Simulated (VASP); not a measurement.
Band structure of BeTe (space group F-43m). All values below come from modified Becke-Johnson potential (mBJ) with spin-orbit coupling, VASP's PBE PAW potentials (set 64) (plane waves; VASP).

mBJ is a potential without an energy functional, so only the levels count.

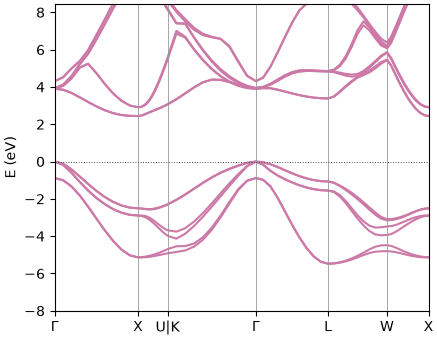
Figure. Bands along high-symmetry lines, zero at the valence-band maximum or, without a gap, the Fermi level

Read the plot: is there a gap, and where are the band edges?

The gap is indirect, 2.44 eV, from the valence maximum at Γ to the conduction minimum at X.

The structure comes from a computed database's BeTe entry (F-43m); how it stands against other phases isn't given here. It was relaxed first. The cell's shape comes from a PBE relaxation.
